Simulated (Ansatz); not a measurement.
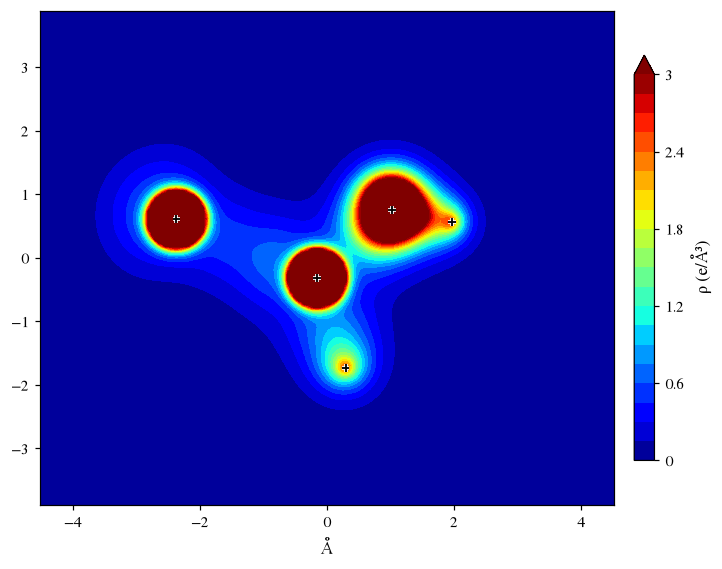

The total electron density on a plane through atoms (crosses mark nuclei in the plane).

All numbers below come from RKS PBE0-D4/def2-TZVPP in Ansatz 0.2.0.

Candidates:
A. H3OSi2 (charge +1)
B. AsH5Sn···H2S
C. CH4BrGa

### Which system is this?

Candidate A: H3OSi2 on the plane of atoms Si3, Si2 and H4, which holds O, Si and H. Si–O (1.59 Å): the density is about 1.3 e/Å³ at the midpoint. Si–Si (2.40 Å): ρ is about 0.57 e/Å³ halfway.
